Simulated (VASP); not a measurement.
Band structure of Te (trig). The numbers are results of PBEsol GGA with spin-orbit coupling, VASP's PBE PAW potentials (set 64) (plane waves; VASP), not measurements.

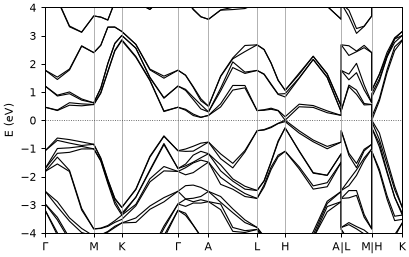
Figure. Bands along high-symmetry lines, zero at the valence-band maximum or, without a gap, the Fermi level

Problem. Read the plot: is there a gap, and where are the band edges?

Solution. It has no gap at this level: it comes out as a metal or semimetal.

The compound is Te in the trig structure. It was relaxed first, which changed the volume by -5 %. The k-mesh is coarse (spacing up to 0.34 per Å, 2π included), so the numbers may not be converged in it.
